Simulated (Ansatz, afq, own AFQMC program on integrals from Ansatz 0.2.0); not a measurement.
# BNH₃S (doublet): AFQMC on the coupled-cluster ladder as a fragment species, def2-SVP

Aim: compute BNH₃S (doublet) with auxiliary-field quantum Monte Carlo on the same integrals as coupled cluster, and set the energies side by side.

The runs use Ansatz 0.2.0, Gaussian basis, and an in-house AFQMC program (afq) on its integrals; all values are calculated; def2-SVP, frozen cores.

To be run: PBE (unrestricted); r2SCAN (unrestricted); CCSD(T) on UHF; PBE0 (unrestricted); B3LYP (unrestricted); wB97M-V (unrestricted); B2PLYP (unrestricted); CCSDT(Q) on UHF; Phaseless AFQMC, CISD trial on UHF.

## Step 1: What is computed

The geometry is a PBE0/def2-SVP stationary point (not a proven minimum).

6 atoms, charge 0, spin multiplicity 2.

Atoms are counted from 1 here; the program's logs count them from 0.

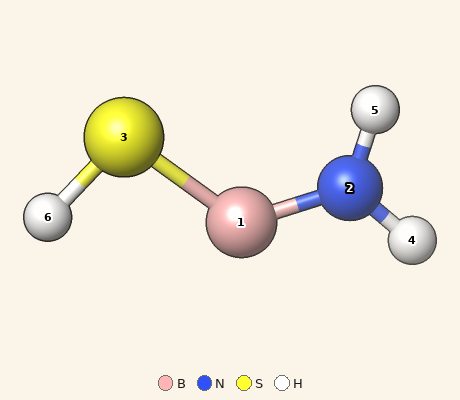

The geometry (boron pink, nitrogen blue, sulfur yellow, hydrogen white); atoms are numbered from 1 in the order of the file.

As a file:

```csv
atom,x (Å),y (Å),z (Å)
B1,0.92909,0.92409,0.67847
N2,1.53365,-0.16304,1.28917
S3,1.56794,1.84221,-0.73338
H4,1.11790,-0.63397,2.08206
H5,2.41984,-0.56650,0.99963
H6,0.55099,2.72431,-0.81926
```

## Step 2: PBE (unrestricted)

Input file in.yaml:

```yaml
crystal:
  periodic: [false, false, false]
  atoms:
    - {symbol: B, position_ang: [0.929085, 0.924089, 0.678472]}
    - {symbol: N, position_ang: [1.533647, -0.163044, 1.289175]}
    - {symbol: S, position_ang: [1.567940, 1.842208, -0.733384]}
    - {symbol: H, position_ang: [1.117903, -0.633967, 2.082063]}
    - {symbol: H, position_ang: [2.419839, -0.566496, 0.999630]}
    - {symbol: H, position_ang: [0.550986, 2.724309, -0.819256]}
basis:
  gaussian: {orbitals: def2-SVP}
magnetization: {spin_polarized: true, initial_magnetization: 1}
hamiltonian: {xc: {name: PBE}}
output: {orbitals: {seedname: orbitals}}
```

Run with:

```console
$ ansatz run in.yaml --threads 1 --pin off --events-out ev --progress --plain --max-ram 5632MiB --backend cpu
```

Output:

```text
Functional definition: PBE
  name "PBE"
  cite "Perdew, Burke & Ernzerhof, Phys. Rev. Lett. 77, 3865 (1996) doi:10.1103/PhysRevLett.77.3865"
  parent pbe
  parameter kappa = 0.804
  parameter beta = 0.06672455060314922
  exchange = pbe_x(kappa = kappa, mu = beta*pi^2/3)
  correlation = pbe_c(beta = beta)
705 factors; their error is unknown
mean field evaluation 1: about -13030.6499 eV, gradient 4.1e1 eV
mean field evaluation 2: about -13006.8835 eV, gradient 7.6e1 eV
mean field evaluation 4: about -13037.7439 eV, gradient 4.5e0 eV
mean field evaluation 8: about -13037.8651 eV, gradient 2.2e-1 eV
mean field evaluation 16: about -13037.8291 eV, gradient 1.3e-4 eV
mean field -13037.82906465 eV, -479.1313807681 hartree, gradient 2.0e-5 eV, S^2 0.753187; 0 other end points of the search recorded, 0 dependent functions left out
reference -13037.82909481 eV, -479.1313818761 hartree; 16, 15 occupied and 45, 46 virtual orbitals, 705 factors
Total energy: -13037.82909481 eV, -479.1313818761 hartree
```

It took 1 s on 1 thread of AMD EPYC 7R13 (Zen 3), shared host; peak memory 1.8 GiB.

From the report: ⟨S²⟩ of the determinant 0.753 (pure doublet: 0.75).

## Step 3: r2SCAN (unrestricted)

in.yaml: that of step 2 with these lines changed.

```diff
@@ -12,3 +12,2 @@
 magnetization: {spin_polarized: true, initial_magnetization: 1}
-hamiltonian: {xc: {name: PBE}}
-output: {orbitals: {seedname: orbitals}}
+hamiltonian: {xc: {name: r2SCAN}}
```

Launched as before.

Output:

```text
Functional definition: r2SCAN
  name "r2SCAN"
  cite "Furness, Kaplan, Ning, Perdew & Sun, J. Phys. Chem. Lett. 11, 8208 (2020) doi:10.1021/acs.jpclett.0c02405"
  cite "Furness, Kaplan, Ning, Perdew & Sun, J. Phys. Chem. Lett. 11, 9248 (2020) doi:10.1021/acs.jpclett.0c03077"
  parent r2scan
  parameter k0 = 0.174
  parameter k1 = 0.065
  parameter a1 = 4.9479
  exchange = r2scan_x(k0 = k0, k1 = k1, a1 = a1)
  correlation = r2scan_c
705 factors; their error is unknown
mean field evaluation 1: about -13037.6865 eV, gradient 3.7e1 eV
mean field evaluation 2: about -13023.9377 eV, gradient 6.2e1 eV
mean field evaluation 4: about -13043.5607 eV, gradient 2.7e0 eV
mean field evaluation 8: about -13043.6023 eV, gradient 6.1e-2 eV
mean field evaluation 16: about -13043.5659 eV, gradient 3.1e-5 eV
mean field -13043.56586957 eV, -479.3422044601 hartree, gradient 3.1e-5 eV, S^2 0.754570; 0 other end points of the search recorded, 0 dependent functions left out
reference -13043.56587891 eV, -479.3422048033 hartree; 16, 15 occupied and 45, 46 virtual orbitals, 705 factors
Total energy: -13043.56587891 eV, -479.3422048033 hartree
```

Run time: 2.2 s. Hardware: 1 thread of AMD EPYC 7R13 (Zen 3), shared host; peak memory 1.8 GiB.

From the report: ⟨S²⟩ of the determinant 0.755 (pure doublet: 0.75).

## Step 4: CCSD(T) on UHF

in.yaml: that of step 3 with these lines changed.

```diff
@@ -12,2 +12,2 @@
 magnetization: {spin_polarized: true, initial_magnetization: 1}
-hamiltonian: {xc: {name: r2SCAN}}
+correlation: {method: ccsd_t, electrons: outside_noble_gas, hamiltonian_folder: ham}
```

Run with:

```console
$ ansatz run in.yaml --threads 1 --pin off --events-out ev --progress --plain --max-ram 16896MiB --backend cuda --devices 0, --max-vram 18GiB
```

Output, cut to the lines that bear on the results:

```text
Functional definition: HF
  name "HF"
  cite "Fock, Z. Phys. 61, 126 (1930) doi:10.1007/BF01340294"
  parent pbe
[...]
603 factors; integrals over basis functions are off by at most 8.4e-4 eV
[...]
mean field -13013.62660460 eV, -478.2419567663 hartree, gradient 2.6e-6 eV, S^2 0.756356; 0 other end points of the search recorded, 0 dependent functions left out
7 core orbitals not correlated: weight in the atoms' cores, before any rotation towards them, 1.000 or more for the frozen orbitals, at most 0.000 for the correlated occupied ones
reference -13013.62660460 eV, -478.2419567663 hartree; 9, 8 occupied and 45, 46 virtual orbitals, 603 factors
second order -9.93526203 eV of doubles, -0.00000000 eV of singles
cycle   1  -10.51849825 eV  change   -5.8e-1 eV  update   7.4e-2
[...]
cycle  10  -10.85448113 eV  change   -2.3e-6 eV  update   1.0e-5
perturbative correction -0.31918106 eV, -0.0117296876 hartree
Total energy: -13024.80026679 eV, -478.6525812778 hartree
```

Wall time 4.6 s (1 × NVIDIA H100 80GB HBM3 with 1 thread of AMD EPYC 7R13 (Zen 3), shared host); peak host memory 1.8 GiB.

From the report: ⟨S²⟩ of the determinant 0.756 (pure doublet: 0.75); correlation -11.1737 eV; T1 0.015; largest double amplitude 0.05.

This run also writes the integrals to the folder ham.

## Step 5: PBE0 (unrestricted)

in.yaml: that of step 4 with these lines changed.

```diff
@@ -12,2 +12,3 @@
 magnetization: {spin_polarized: true, initial_magnetization: 1}
-correlation: {method: ccsd_t, electrons: outside_noble_gas, hamiltonian_folder: ham}
+hamiltonian: {xc: {name: PBE0}}
+output: {orbitals: {seedname: orbitals}}
```

Run with:

```console
$ ansatz run in.yaml --threads 1 --pin off --events-out ev --progress --plain --max-ram 5632MiB --backend cpu
```

Output:

```text
Functional definition: PBE0
  name "PBE0"
  cite "Adamo & Barone, J. Chem. Phys. 110, 6158 (1999) doi:10.1063/1.478522"
  cite "Perdew, Burke & Ernzerhof, Phys. Rev. Lett. 77, 3865 (1996) doi:10.1103/PhysRevLett.77.3865"
  parent pbe
  parameter a = 0.25
  parameter kappa = 0.804
  parameter beta = 0.06672455060314922
  exchange = (1 - a)*pbe_x(kappa = kappa, mu = beta*pi^2/3) + a*exact_x
  correlation = pbe_c(beta = beta)
603 factors; integrals over basis functions are off by at most 8.4e-4 eV
mean field evaluation 1: about -13034.3880 eV, gradient 3.3e1 eV
mean field evaluation 2: about -13029.4215 eV, gradient 4.6e1 eV
mean field evaluation 4: about -13038.9275 eV, gradient 1.3e0 eV
mean field evaluation 8: about -13039.0536 eV, gradient 6.6e-2 eV
mean field evaluation 16: about -13039.0537 eV, gradient 1.1e-4 eV
mean field -13039.05366866 eV, -479.1763841354 hartree, gradient 3.6e-5 eV, S^2 0.753470; 0 other end points of the search recorded, 0 dependent functions left out
reference -13039.05369102 eV, -479.1763849568 hartree; 16, 15 occupied and 45, 46 virtual orbitals, 603 factors
Total energy: -13039.05369102 eV, -479.1763849568 hartree
```

Wall time 1.4 s (1 thread of AMD EPYC 7R13 (Zen 3), shared host); peak memory 1.8 GiB.

From the report: ⟨S²⟩ of the determinant 0.753 (pure doublet: 0.75).

## Step 6: B3LYP (unrestricted)

in.yaml: that of step 5 with these lines changed.

```diff
@@ -12,3 +12,2 @@
 magnetization: {spin_polarized: true, initial_magnetization: 1}
-hamiltonian: {xc: {name: PBE0}}
-output: {orbitals: {seedname: orbitals}}
+hamiltonian: {xc: {name: B3LYP}}
```

The command is unchanged.

Output, cut to the lines that bear on the results:

```text
Functional definition: B3LYP
  name "B3LYP"
  cite "Stephens, Devlin, Chabalowski & Frisch, J. Phys. Chem. 98, 11623 (1994) doi:10.1021/j100096a001"
  cite "Becke, Phys. Rev. A 38, 3098 (1988) doi:10.1103/PhysRevA.38.3098"
  cite "Lee, Yang & Parr, Phys. Rev. B 37, 785 (1988) doi:10.1103/PhysRevB.37.785"
  cite "Vosko, Wilk & Nusair, Can. J. Phys. 58, 1200 (1980) doi:10.1139/p80-159"
[...]
603 factors; integrals over basis functions are off by at most 8.4e-4 eV
[...]
mean field -13046.04784151 eV, -479.4334152467 hartree, gradient 8.0e-5 eV, S^2 0.752439; 0 other end points of the search recorded, 0 dependent functions left out
reference -13046.04804663 eV, -479.4334227848 hartree; 16, 15 occupied and 45, 46 virtual orbitals, 603 factors
Total energy: -13046.04804663 eV, -479.4334227848 hartree
```

It took 1.4 s on 1 thread of AMD EPYC 7R13 (Zen 3), shared host; peak memory 1.8 GiB.

From the report: ⟨S²⟩ of the determinant 0.752 (pure doublet: 0.75).

## Step 7: wB97M-V (unrestricted)

in.yaml: that of step 6 with these lines changed.

```diff
@@ -12,2 +12,3 @@
 magnetization: {spin_polarized: true, initial_magnetization: 1}
-hamiltonian: {xc: {name: B3LYP}}
+hamiltonian: {xc: {name: wB97M-V}}
+output: {orbitals: {seedname: orbitals}}
```

The command is unchanged.

Output, cut to the lines that bear on the results:

```text
Functional definition: wB97M-V
  name "wB97M-V"
  cite "Mardirossian & Head-Gordon, J. Chem. Phys. 144, 214110 (2016) doi:10.1063/1.4952647"
  cite "Becke, J. Chem. Phys. 107, 8554 (1997) doi:10.1063/1.475007"
  cite "Vydrov & Van Voorhis, J. Chem. Phys. 133, 244103 (2010) doi:10.1063/1.3521275"
  # Of w^i u^j: cxij and so on, Table III.
[...]
  gx(w, u) = 1 - cx + cx01*u + cx10*w
  gss(w, u) = css00 + css04*u^4 + css10*w + css20*w^2 + css43*w^4*u^3
  gos(w, u) = cos00 + cos10*w + (cos20 + cos21*u)*w^2 + (cos60 + cos61*u)*w^6
[...]
      + integral(e_c_pw_mod_opposite_spin*gos(b97_w_opposite, b97_u_opposite)) + vv10(b, c)
603 factors; integrals over basis functions are off by at most 8.4e-4 eV
187 factors; integrals over basis functions are off by at most 9.9e-6 eV
[...]
mean field -13043.74548740 eV, -479.3488052936 hartree, gradient 3.0e-5 eV, S^2 0.752459; 0 other end points of the search recorded, 0 dependent functions left out
reference -13043.74552014 eV, -479.3488064968 hartree; 16, 15 occupied and 45, 46 virtual orbitals, 603 factors
Total energy: -13043.74552014 eV, -479.3488064968 hartree
```

Wall time 5 s (1 thread of AMD EPYC 7R13 (Zen 3), shared host); peak memory 1.8 GiB.

From the report: ⟨S²⟩ of the determinant 0.752 (pure doublet: 0.75).

## Step 8: B2PLYP (unrestricted)

in.yaml: that of step 7 with these lines changed.

```diff
@@ -12,3 +12,3 @@
 magnetization: {spin_polarized: true, initial_magnetization: 1}
-hamiltonian: {xc: {name: wB97M-V}}
-output: {orbitals: {seedname: orbitals}}
+hamiltonian: {xc: {name: B2PLYP}}
+correlation: {electrons: outside_noble_gas}
```

The command is unchanged.

Output, cut to the lines that bear on the results:

```text
Functional definition: B2PLYP
  name "B2PLYP"
  cite "Grimme, J. Chem. Phys. 124, 034108 (2006) doi:10.1063/1.2148954"
  cite "Becke, Phys. Rev. A 38, 3098 (1988) doi:10.1103/PhysRevA.38.3098"
  cite "Lee, Yang & Parr, Phys. Rev. B 37, 785 (1988) doi:10.1103/PhysRevB.37.785"
[...]
603 factors; integrals over basis functions are off by at most 8.4e-4 eV
[...]
mean field -13035.88982189 eV, -479.0601149108 hartree, gradient 3.8e-6 eV, S^2 0.753478; 0 other end points of the search recorded, 0 dependent functions left out
7 core orbitals not correlated: weight in the atoms' cores, before any rotation towards them, 1.000 or more for the frozen orbitals, at most 0.000 for the correlated occupied ones
reference -13035.88995102 eV, -479.0601196564 hartree; 9, 8 occupied and 45, 46 virtual orbitals, 603 factors
second order -12.25983925 eV of doubles, -0.00000000 eV of singles
Total energy: -13039.20010762 eV, -479.1817656677 hartree
```

It took 1.6 s on 1 thread of AMD EPYC 7R13 (Zen 3), shared host; peak memory 1.8 GiB.

From the report: ⟨S²⟩ of the determinant 0.753 (pure doublet: 0.75).

## Step 9: CCSDT(Q) on UHF

in.yaml: that of step 8 with these lines changed.

```diff
@@ -12,3 +12,2 @@
 magnetization: {spin_polarized: true, initial_magnetization: 1}
-hamiltonian: {xc: {name: B2PLYP}}
-correlation: {electrons: outside_noble_gas}
+correlation: {method: ccsdt_q, electrons: outside_noble_gas}
```

Run with:

```console
$ ansatz run in.yaml --threads 1 --pin off --events-out ev --progress --plain --max-ram 16896MiB --backend cuda --devices 0, --max-vram 18GiB
```

Output, cut to the lines that bear on the results:

```text
Functional definition: HF
  name "HF"
  cite "Fock, Z. Phys. 61, 126 (1930) doi:10.1007/BF01340294"
  parent pbe
[...]
1132 factors; integrals over basis functions are off by at most 1.5e-7 eV
[...]
mean field -13013.62667456 eV, -478.2419593371 hartree, gradient 2.7e-6 eV, S^2 0.756356; 0 other end points of the search recorded, 0 dependent functions left out
7 core orbitals not correlated: weight in the atoms' cores, before any rotation towards them, 1.000 or more for the frozen orbitals, at most 0.000 for the correlated occupied ones
reference -13013.62667456 eV, -478.2419593371 hartree; 9, 8 occupied and 45, 46 virtual orbitals, 1132 factors
second order -9.93528864 eV of doubles, -0.00000000 eV of singles
cycle   1  -10.51850006 eV  change   -5.8e-1 eV  update   8.7e-2
[...]
cycle  16  -11.20054261 eV  change    1.2e-6 eV  update   1.6e-6
perturbative correction -0.02267979 eV, -0.0008334669 hartree
Total energy: -13024.84989696 eV, -478.6544051530 hartree
```

It took 13 s on 1 × NVIDIA H100 80GB HBM3 with 1 thread of AMD EPYC 7R13 (Zen 3), shared host; peak host memory 1.8 GiB.

From the report: ⟨S²⟩ of the determinant 0.756 (pure doublet: 0.75); correlation -11.2232 eV; T1 0.015; largest double amplitude 0.05.

## Step 10: Phaseless AFQMC, CISD trial on UHF

It reads the integrals that the CCSD(T) run on this determinant wrote.

Run with:

```console
$ afq ham --method phaseless --trial cisd --walkers 4000 --populations 20 --least-time 60 --time-step 0.005 --steps-per-block 50 --equilibration-blocks 28 --max-blocks 4000 --target-error 0.00024 --factor-cut 1e-05 --start spin_pure --seed 3011 --release-times 0.24,0.5,1 --release-step 0.02 --release-every 4 --taylor-order 6
```

Output:

```text
orbitals 54  electrons 9 8  factors 441 of 603
reference energy -478.24195677 Eh
CCSD correlation -0.39889499 Eh in 12 cycles, weight of the determinant in the CISD state 0.8538
energy of the start -478.640596 Eh
 block  time / (1/Eh)  mean weight  energy / Eh
     1     0.250  0.9995  -478.632048
     2     0.500  0.9998  -478.638119
     3     0.750  0.9998  -478.642544
     4     1.000  1.0001  -478.645253
     5     1.250  0.9999  -478.648206
     6     1.500  0.9999  -478.649146
     7     1.750  1.0002  -478.652922
     8     2.000  1.0004  -478.652877
     9     2.250  1.0002  -478.652391
    10     2.500  1.0002  -478.653415
    11     2.750  1.0001  -478.654171
    12     3.000  1.0001  -478.653962
    13     3.250  0.9998  -478.653919
    14     3.500  1.0004  -478.652727
    15     3.750  1.0003  -478.652215
    16     4.000  0.9999  -478.652551
    17     4.250  1.0001  -478.653314
    18     4.500  1.0001  -478.654059
    19     4.750  1.0000  -478.653802
    20     5.000  0.9999  -478.654695
    21     5.250  1.0001  -478.654045
    22     5.500  1.0002  -478.655595
    23     5.750  0.9999  -478.653903
    24     6.000  0.9998  -478.654568
    25     6.250  1.0000  -478.654854
    26     6.500  1.0002  -478.654531
    27     6.750  1.0001  -478.654312
    28     7.000  1.0003  -478.654561
    29     7.250  1.0000  -478.653393
    30     7.500  1.0004  -478.654401
    31     7.750  1.0002  -478.656715
    32     8.000  0.9999  -478.657272
    33     8.250  1.0002  -478.654955
    34     8.500  0.9999  -478.655185
    35     8.750  0.9998  -478.655877
    36     9.000  1.0000  -478.655086
    37     9.250  1.0001  -478.654414
    38     9.500  1.0003  -478.654330
    39     9.750  1.0000  -478.653877
    40    10.000  0.9998  -478.653549
    41    10.250  0.9999  -478.654911
    42    10.500  0.9998  -478.653495
    43    10.750  1.0001  -478.654367
    44    11.000  1.0002  -478.653209
    45    11.250  1.0003  -478.654943
    46    11.500  1.0005  -478.655341
    47    11.750  1.0000  -478.654857
    48    12.000  1.0002  -478.655400
    49    12.250  0.9998  -478.656307
    50    12.500  1.0001  -478.655330
    51    12.750  1.0002  -478.655292
    52    13.000  1.0000  -478.655100
    53    13.250  1.0000  -478.653609
    54    13.500  1.0001  -478.654392
    55    13.750  0.9999  -478.655052
    56    14.000  1.0001  -478.654478
    57    14.250  0.9996  -478.653671
    58    14.500  1.0000  -478.653219
    59    14.750  1.0002  -478.653378
    60    15.000  1.0001  -478.653949
    61    15.250  0.9999  -478.653898
    62    15.500  0.9999  -478.653256
    63    15.750  1.0003  -478.654335
    64    16.000  0.9998  -478.655028
    65    16.250  0.9995  -478.654411
    66    16.500  0.9999  -478.653782
    67    16.750  0.9998  -478.653239
    68    17.000  1.0003  -478.653260
    69    17.250  0.9999  -478.654965
    70    17.500  1.0005  -478.654872
    71    17.750  0.9996  -478.653475
    72    18.000  0.9997  -478.653590
    73    18.250  1.0000  -478.652625
    74    18.500  0.9999  -478.653233
    75    18.750  1.0002  -478.653487
    76    19.000  0.9997  -478.652494
    77    19.250  1.0002  -478.653110
    78    19.500  0.9999  -478.654065
error from the spread of 20 populations
released: time / (1/Eh)  energy / Eh  error  mean overlap
  0.24  -478.654138  0.000220  0.9987
  0.50  -478.654176  0.000178  1.0014
  1.00  -478.654001  0.000209  1.0031
energy -478.654330 +/- 0.000235 Eh
```

Wall time 93 s (1 × NVIDIA H100 80GB HBM3 with 2 threads of AMD EPYC 7R13 (Zen 3), shared host); peak host memory 1.8 GiB.

Energy -13024.8478 ± 0.0064 eV. Caveats: constraint bias not in the error.

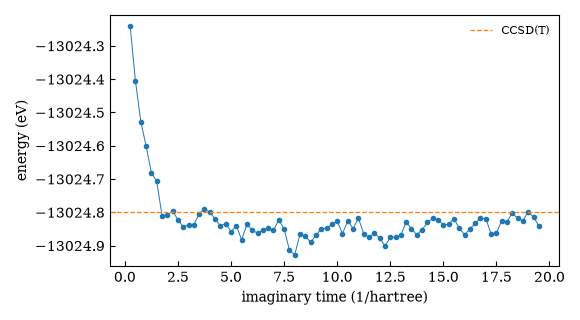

Block energies along the walk.

## Step 11: All levels side by side

On the UHF determinant, counted from CCSDT(Q) (a yardstick, not exact):

```csv
level,energy (eV),from CCSDT(Q) (meV),statistical error (meV),time
HF,-13013.6266,+11223.3,,
MP2,-13023.5619,+1288.0,,
CCSD,-13024.4811,+368.8,,
CCSD(T),-13024.8003,+49.6,,
CCSDT(Q),-13024.8499,0.0,,
"Phaseless AFQMC, CISD trial, step 0.005, 4000 walkers",-13024.8478,+2.1,6.4,93 s
```

The functionals' totals stand on their own zeros and serve differences with other points: PBE -13037.829 eV; r2SCAN -13043.566 eV; PBE0 -13039.054 eV; B3LYP -13046.048 eV; wB97M-V -13043.746 eV; B2PLYP -13039.200 eV.

## Step 12: What came out

| quantity | value |
| --- | --- |
| CCSD(T) on UHF from CCSDT(Q) | +49.6 meV |
| Phaseless AFQMC, CISD trial on UHF from CCSDT(Q) | +2.1 ± 6.4 meV |

**Reading.** On UHF the phaseless walk with the CISD trial lies +2.1 meV from CCSDT(Q), within three error bars. Error bars are statistical and leave out the constraint, the time step and what remains of the start.
